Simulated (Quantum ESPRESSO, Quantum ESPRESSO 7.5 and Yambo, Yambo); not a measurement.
**SnSe2 (1T monolayer): G0W0 with Yambo, start to end**

How does a plane-wave GW calculation on SnSe2 (1T monolayer) run from the first input to the gap?

Program: Quantum ESPRESSO 7.5 and Yambo 5.3.0. Level of theory: PBE and many-body steps on it, plane waves. Results are calculated unless marked as measured.

## Step 1: Starting point

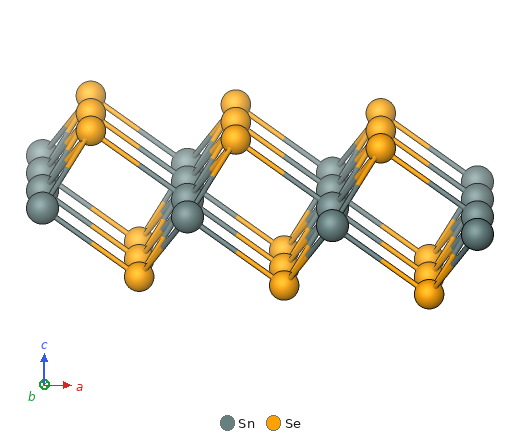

The starting structure, seen nearly edge on (tin teal, selenium orange). 3×3×1 cells are drawn. Some periodic images of atoms are drawn too.

The cell holds 3 atoms: 1 Sn and 2 Se. Its edges and angles: a = 3.873 Å, b = 3.873 Å, c = 15.000 Å, α = 90.0°, β = 90.0°, γ = 120.0°. Vacuum lies along c.

The structure was relaxed with PBE. The runs that relaxed it are not among those shown.

## Step 2: Ground state

This step: Quantum ESPRESSO 7.5; DFT, PBE, plane waves, norm-conserving pseudopotentials.

The ground-state density comes first.

Input file pw.in:

```
&control
  calculation = 'scf'
  prefix = 'x'
  outdir = 'o'
  pseudo_dir = 'pseudo'
/
&system
  ibrav = 0
  nat = 3
  ntyp = 2
  ecutwfc = 104.0
  nbnd = 40
  force_symmorphic = .true.
/
&electrons
  conv_thr = 1e-10
  electron_maxstep = 80
  mixing_beta = 0.5
/
ATOMIC_SPECIES
  Sn 118.71 Sn.upf
  Se 78.971 Se.upf
CELL_PARAMETERS angstrom
  3.8732937303 -0.0000000001 0.0000000000
  -1.9366468651 3.3543707668 0.0000000000
  0.0000000000 0.0000000000 15.0000000000
ATOMIC_POSITIONS crystal
  Sn 0.0000000000 0.0000000000 0.5000000000
  Se 0.3333333333 0.6666666667 0.6063661892
  Se 0.6666666667 0.3333333333 0.3936338108
K_POINTS automatic
  9 9 1 0 0 0
```

Started as:

```sh
OMP_NUM_THREADS=1 mpirun -n 8 pw.x -nk 8 -in pw.in > pw.out
```

Log:

```text
Program PWSCF v.7.5 starts

     This program is part of the open-source Quantum ESPRESSO suite
     for quantum simulation of materials; please cite
         "P. Giannozzi et al., J. Phys.:Condens. Matter 21 395502 (2009);
         "P. Giannozzi et al., J. Phys.:Condens. Matter 29 465901 (2017);
         "P. Giannozzi et al., J. Chem. Phys. 152 154105 (2020);
     in publications or presentations arising from this work. More details at
     Message from routine setup:
     using ibrav=0 with symmetry is DISCOURAGED, use correct ibrav instead

     G-vector sticks info

     bravais-lattice index     =            0
     lattice parameter (alat)  =       7.3195  a.u.
     unit-cell volume          =    1315.1623 (a.u.)^3
     number of atoms/cell      =            3
     number of atomic types    =            2
     number of electrons       =        70.00
     number of Kohn-Sham states=           40
     kinetic-energy cutoff     =     104.0000  Ry
     charge density cutoff     =     416.0000  Ry
     scf convergence threshold =      1.0E-10
     mixing beta               =       0.5000
     number of iterations used =            8  plain     mixing
     Exchange-correlation= PBE
                           (   1   4   3   4   0   0   0)

     celldm(1)=   7.319464  celldm(2)=   0.000000  celldm(3)=   0.000000
     celldm(4)=   0.000000  celldm(5)=   0.000000  celldm(6)=   0.000000

     crystal axes: (cart. coord. in units of alat)
               a(1) = (   1.000000  -0.000000   0.000000 )
               a(2) = (  -0.500000   0.866025   0.000000 )
               a(3) = (   0.000000   0.000000   3.872673 )

     reciprocal axes: (cart. coord. in units 2 pi/alat)
               b(1) = (  1.000000  0.577350 -0.000000 )
               b(2) = (  0.000000  1.154701 -0.000000 )
               b(3) = ( -0.000000 -0.000000  0.258220 )
     Pseudo is Norm-conserving + core correction, Zval = 22.0
     Generated using ONCVPSP code by D. R. Hamann
     Using radial grid of 1628 points,  6 beta functions with:
     Pseudo is Norm-conserving + core correction, Zval = 24.0
     Generated using ONCVPSP code by D. R. Hamann
     Using radial grid of 1214 points,  6 beta functions with:
     Sn               22.00   118.71000     Sn( 1.00)
     Se               24.00    78.97100     Se( 1.00)

     12 Sym. Ops., with inversion, found

   Cartesian axes

     site n.     atom                  positions (alat units)
         1        Sn     tau(   1) = (   0.0000000   0.0000000   1.9363365  )
         2        Se     tau(   2) = (  -0.0000000   0.5773503   2.3482580  )
         3        Se     tau(   3) = (   0.5000000   0.2886751   1.5244150  )

     number of k points=    12
                       cart. coord. in units 2pi/alat
        k(    1) = (   0.0000000   0.0000000   0.0000000), wk =   0.0246914
        k(    2) = (   0.0000000   0.1283001   0.0000000), wk =   0.1481481
        k(    3) = (   0.0000000   0.2566001   0.0000000), wk =   0.1481481
        k(    4) = (   0.0000000   0.3849002   0.0000000), wk =   0.1481481
        k(    5) = (   0.0000000   0.5132002   0.0000000), wk =   0.1481481
        k(    6) = (   0.1111111   0.1924501   0.0000000), wk =   0.1481481
        k(    7) = (   0.1111111   0.3207501   0.0000000), wk =   0.2962963
        k(    8) = (   0.1111111   0.4490502   0.0000000), wk =   0.2962963
        k(    9) = (   0.1111111   0.5773503   0.0000000), wk =   0.1481481
        k(   10) = (   0.2222222   0.3849002   0.0000000), wk =   0.1481481
        k(   11) = (   0.2222222   0.5132002   0.0000000), wk =   0.2962963
        k(   12) = (   0.3333333   0.5773503   0.0000000), wk =   0.0493827

     Dense  grid:   188435 G-vectors     FFT dimensions: (  48,  48, 192)

     Initial potential from superposition of free atoms

     starting charge      69.9983, renormalised to      70.0000
     Starting wfcs are   39 randomized atomic wfcs +    1 random wfcs

     per-process dynamical memory:   142.4 Mb

     Self-consistent Calculation

     iteration #  1     ecut=   104.00 Ry     beta= 0.50

     Threshold (ethr) on eigenvalues was too large:
     Diagonalizing with lowered threshold

     total energy              =   -1796.24800477 Ry
     estimated scf accuracy    <       0.07871067 Ry

     iteration #  2     ecut=   104.00 Ry     beta= 0.50

     total energy              =   -1796.26171210 Ry
     estimated scf accuracy    <       0.02247692 Ry

     iteration #  3     ecut=   104.00 Ry     beta= 0.50

     total energy              =   -1796.26649281 Ry
     estimated scf accuracy    <       0.00350714 Ry

     iteration #  4     ecut=   104.00 Ry     beta= 0.50

     total energy              =   -1796.26697294 Ry
     estimated scf accuracy    <       0.00029132 Ry

     iteration #  5     ecut=   104.00 Ry     beta= 0.50

     total energy              =   -1796.26698761 Ry
     estimated scf accuracy    <       0.00000983 Ry

     iteration #  6     ecut=   104.00 Ry     beta= 0.50

     total energy              =   -1796.26698910 Ry
     estimated scf accuracy    <       0.00000051 Ry

     iteration #  7     ecut=   104.00 Ry     beta= 0.50

     total energy              =   -1796.26698923 Ry
     estimated scf accuracy    <       0.00000004 Ry

     iteration #  8     ecut=   104.00 Ry     beta= 0.50

     total energy              =   -1796.26698923 Ry
     estimated scf accuracy    <          2.1E-09 Ry

     iteration #  9     ecut=   104.00 Ry     beta= 0.50

     total energy              =   -1796.26698923 Ry
     estimated scf accuracy    <          5.3E-10 Ry

     iteration # 10     ecut=   104.00 Ry     beta= 0.50

     total energy              =   -1796.26698923 Ry
     estimated scf accuracy    <          1.4E-10 Ry

     iteration # 11     ecut=   104.00 Ry     beta= 0.50

     End of self-consistent calculation

          k = 0.0000 0.0000 0.0000 ( 23571 PWs)   bands (ev):

  -206.8599-206.8599-146.3526-146.3526-146.3526-146.3526-146.3115-146.3115
  -129.0131 -84.7911 -84.7911 -84.7816 -46.5343 -46.5343 -46.5343 -46.5343
   -46.4965 -46.4965 -46.4963 -46.4963 -46.4839 -46.4838 -20.9839 -20.9839
   -20.9542 -20.9443 -20.9443 -13.1677 -11.9089  -5.3988  -0.8823  -0.3200
    -0.3200   0.0535   0.0535   1.6251   3.1878   4.7041   4.7041   5.2910

          k = 0.0000 0.1283 0.0000 ( 23531 PWs)   bands (ev):

  -206.8599-206.8599-146.3526-146.3526-146.3526-146.3526-146.3115-146.3115
  -129.0131 -84.7912 -84.7911 -84.7816 -46.5343 -46.5343 -46.5343 -46.5342
   -46.4965 -46.4965 -46.4963 -46.4963 -46.4839 -46.4838 -20.9877 -20.9798
   -20.9515 -20.9471 -20.9442 -13.0565 -11.8342  -5.4373  -1.2664  -0.8352
    -0.6780  -0.5081   0.1378   2.1631   3.7936   4.5603   4.9682   5.5674

          k = 0.0000 0.2566 0.0000 ( 23533 PWs)   bands (ev):

  -206.8599-206.8599-146.3526-146.3526-146.3526-146.3526-146.3115-146.3115
  -129.0131 -84.7912 -84.7912 -84.7816 -46.5343 -46.5343 -46.5341 -46.5341
   -46.4965 -46.4965 -46.4964 -46.4963 -46.4838 -46.4837 -20.9992 -20.9709
   -20.9543 -20.9426 -20.9426 -12.7394 -11.6431  -5.6534  -2.5639  -1.4735
    -1.2416  -0.6548   0.0820   2.0943   4.0977   5.4393   5.4808   6.0049

          k = 0.0000 0.3849 0.0000 ( 23518 PWs)   bands (ev):

     [... further k-points ...]

     highest occupied, lowest unoccupied level (ev):     0.1378    0.9800

!    total energy              =   -1796.26698924 Ry
     estimated scf accuracy    <          1.3E-12 Ry

     The total energy is the sum of the following terms:
     one-electron contribution =   -4386.02326726 Ry
     hartree contribution      =    2117.60029018 Ry
     xc contribution           =    -169.38631961 Ry
     ewald contribution        =     641.54230746 Ry

     convergence has been achieved in  11 iterations

     XML data file, charge density, pseudopotentials, collected wavefunctions

=------------------------------------------------------------------------------=
   JOB DONE.
=------------------------------------------------------------------------------=
```

It took 36 s on 8 MPI ranks of Arm Neoverse V2, shared host; peak memory 1.8 GiB; 4.7 min of CPU time.

Numbers from this step:

* total energy: -24439.4574 eV
* gap: 0.8422 eV
* k of the valence top: 0, 0.1111, 0
* k of the conduction bottom: 0, 0.4444, 0
* least direct gap: 1.140 eV

The gap is indirect, with the least direct gap 0.30 eV higher.

## Step 3: Bands along the symmetry lines

Levels along a band path, at the cheap level, show where the edges lie and whether the meshes to come will hold them.

Input file pw.in:

```
&control
  calculation = 'bands'
  prefix = 'x'
  outdir = 'o'
  pseudo_dir = 'pseudo'
/
&system
  ibrav = 0
  nat = 3
  ntyp = 2
  ecutwfc = 104.0
  nbnd = 41
  force_symmorphic = .true.
/
&electrons
  conv_thr = 1e-9
  electron_maxstep = 80
  diago_full_acc = .true.
  diago_thr_init = 5e-6
/
ATOMIC_SPECIES
  Sn 118.71 Sn.upf
  Se 78.971 Se.upf
CELL_PARAMETERS angstrom
  3.8732937303 -0.0000000001 0.0000000000
  -1.9366468651 3.3543707668 0.0000000000
  0.0000000000 0.0000000000 15.0000000000
ATOMIC_POSITIONS crystal
  Sn 0.0000000000 0.0000000000 0.5000000000
  Se 0.3333333333 0.6666666667 0.6063661892
  Se 0.6666666667 0.3333333333 0.3936338108
K_POINTS crystal
  25
  0.00000000 0.00000000 0.00000000 1
  0.06250000 0.00000000 0.00000000 1
  0.12500000 0.00000000 0.00000000 1
  0.18750000 0.00000000 0.00000000 1
  0.25000000 0.00000000 0.00000000 1
  0.31250000 0.00000000 0.00000000 1
  0.37500000 0.00000000 0.00000000 1
  0.43750000 0.00000000 0.00000000 1
  0.50000000 0.00000000 0.00000000 1
  0.47916667 0.04166667 0.00000000 1
  0.45833333 0.08333333 0.00000000 1
  0.43750000 0.12500000 0.00000000 1
  0.41666666 0.16666666 0.00000000 1
  0.39583333 0.20833333 0.00000000 1
  0.37500000 0.25000000 0.00000000 1
  0.35416666 0.29166666 0.00000000 1
  0.33333333 0.33333333 0.00000000 1
  0.29166666 0.29166666 0.00000000 1
  0.25000000 0.25000000 0.00000000 1
  0.20833333 0.20833333 0.00000000 1
  0.16666666 0.16666666 0.00000000 1
  0.12500000 0.12500000 0.00000000 1
  0.08333333 0.08333333 0.00000000 1
  0.04166667 0.04166667 0.00000000 1
  0.00000000 0.00000000 0.00000000 1
```

Log:

```text
[banner, memory and clock lines left out]
Program PWSCF v.7.5 starts

     Atomic positions and unit cell read from directory:
     o/x.save/

     Message from routine setup:
     using ibrav=0 with symmetry is DISCOURAGED, use correct ibrav instead

     G-vector sticks info

     bravais-lattice index     =            0
     lattice parameter (alat)  =       7.3195  a.u.
     unit-cell volume          =    1315.1623 (a.u.)^3
     number of atoms/cell      =            3
     number of atomic types    =            2
     number of electrons       =        70.00
     number of Kohn-Sham states=           41
     kinetic-energy cutoff     =     104.0000  Ry
     charge density cutoff     =     416.0000  Ry
     Exchange-correlation= PBE
                           (   1   4   3   4   0   0   0)

     celldm(1)=   7.319464  celldm(2)=   0.000000  celldm(3)=   0.000000
     celldm(4)=   0.000000  celldm(5)=   0.000000  celldm(6)=   0.000000

     crystal axes: (cart. coord. in units of alat)
               a(1) = (   1.000000  -0.000000   0.000000 )
               a(2) = (  -0.500000   0.866025   0.000000 )
               a(3) = (   0.000000   0.000000   3.872673 )

     reciprocal axes: (cart. coord. in units 2 pi/alat)
               b(1) = (  1.000000  0.577350 -0.000000 )
               b(2) = (  0.000000  1.154701 -0.000000 )
               b(3) = ( -0.000000 -0.000000  0.258220 )
     Pseudo is Norm-conserving + core correction, Zval = 22.0
     Generated using ONCVPSP code by D. R. Hamann
     Using radial grid of 1628 points,  6 beta functions with:
     Pseudo is Norm-conserving + core correction, Zval = 24.0
     Generated using ONCVPSP code by D. R. Hamann
     Using radial grid of 1214 points,  6 beta functions with:
     Sn               22.00   118.71000     Sn( 1.00)
     Se               24.00    78.97100     Se( 1.00)

     12 Sym. Ops., with inversion, found

   Cartesian axes

     site n.     atom                  positions (alat units)
         1        Sn     tau(   1) = (   0.0000000   0.0000000   1.9363365  )
         2        Se     tau(   2) = (  -0.0000000   0.5773503   2.3482580  )
         3        Se     tau(   3) = (   0.5000000   0.2886751   1.5244150  )

     number of k points=    25
                       cart. coord. in units 2pi/alat
        k(    1) = (   0.0000000   0.0000000   0.0000000), wk =   0.0800000
        k(    2) = (   0.0625000   0.0360844   0.0000000), wk =   0.0800000
        k(    3) = (   0.1250000   0.0721688   0.0000000), wk =   0.0800000
[...]
[... 13 further rows ...]
        k(   24) = (   0.0416667   0.0721688   0.0000000), wk =   0.0800000
        k(   25) = (   0.0000000   0.0000000   0.0000000), wk =   0.0800000

     Dense  grid:   188435 G-vectors     FFT dimensions: (  48,  48, 192)

     The potential is recalculated from file :
     o/x.save/charge-density

     Starting wfcs are   39 randomized atomic wfcs +    2 random wfcs

     Band Structure Calculation

     End of band structure calculation

          k = 0.0000 0.0000 0.0000 ( 23571 PWs)   bands (ev):

  -206.8599-206.8599-146.3526-146.3526-146.3526-146.3526-146.3115-146.3115
  -129.0131 -84.7911 -84.7911 -84.7816 -46.5343 -46.5343 -46.5343 -46.5343
   -46.4965 -46.4965 -46.4963 -46.4963 -46.4839 -46.4838 -20.9839 -20.9839
   -20.9542 -20.9443 -20.9443 -13.1677 -11.9089  -5.3988  -0.8823  -0.3200
[...]
5.8994

          k = 0.0625 0.0361 0.0000 ( 23549 PWs)   bands (ev):

  -206.8599-206.8599-146.3526-146.3526-146.3526-146.3526-146.3115-146.3115
[...]
5.9273

          k = 0.1250 0.0722 0.0000 ( 23527 PWs)   bands (ev):

  -206.8599-206.8599-146.3526-146.3526-146.3526-146.3526-146.3115-146.3115
[...]
6.0101

[...]
k = 0.0417 0.0722 0.0000 ( 23551 PWs)   bands (ev):

  -206.8599-206.8599-146.3526-146.3526-146.3526-146.3526-146.3115-146.3115
[...]
5.9367

          k = 0.0000 0.0000 0.0000 ( 23571 PWs)   bands (ev):

  -206.8599-206.8599-146.3526-146.3526-146.3526-146.3526-146.3115-146.3115
[...]
-20.9542 -20.9443 -20.9443 -13.1677 -11.9089  -5.3988  -0.8823  -0.3200
    -0.3200   0.0535   0.0535   1.6252   3.1878   4.7041   4.7041   5.2910
     5.8994

     XML data file, pseudopotentials, collected wavefunctions
```

Run time: 12 s. Hardware: 8 MPI ranks; peak memory 1.6 GiB.

This step gave:

| Item | Value |
| --- | --- |
| gap | 0.7831 eV |
| k of the valence top | 0.125, 0, 0 |
| k of the conduction bottom | 0.5, 0, 0 |
| least direct gap | 1.098 eV |

The gap is 0.783 eV, −0.059 eV from the run before at this level.

Electronic bands along the path, in eV, zero at the top of the highest filled band:

```
point  band 32  band 33  band 34  band 35  band 36  band 37  band 38  band 39
    Γ    -0.46    -0.46    -0.09    -0.09     1.48     3.05     4.56     4.56
    M    -2.19    -2.14    -0.65    -0.31     0.78     4.09     5.43     5.72
    K    -3.50    -3.12    -0.78    -0.78     1.80     5.27     5.27     6.52
    Γ    -0.46    -0.46    -0.09    -0.09     1.48     3.05     4.56     4.56
```

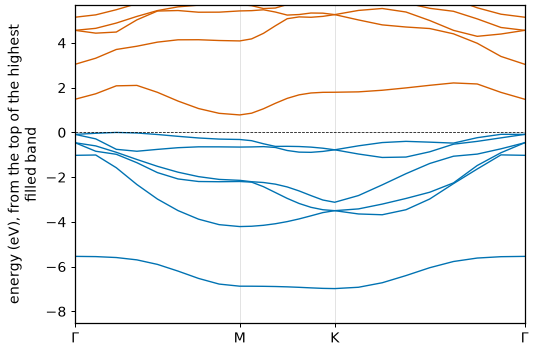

Electronic bands along the path; lines of filled and empty bands in two colours.

(Continued in part 2 of 3.)

[Paths, hosts, dates, memory and timing lines, banners, echoed tables and standing remarks are left out of the program output.]

[Logs are printed without paths, hosts, clocks, repeated set-up lines and the standing remarks that a program may print on its own settings, such as how far it seeks lower states.]

[Runs of the session that timed out or met a known fault of the program may be left out.]

[Hosts, paths, dates, database ids (printed as entryN), source tags and the programs' standing remarks are cut or masked in the printed files.]
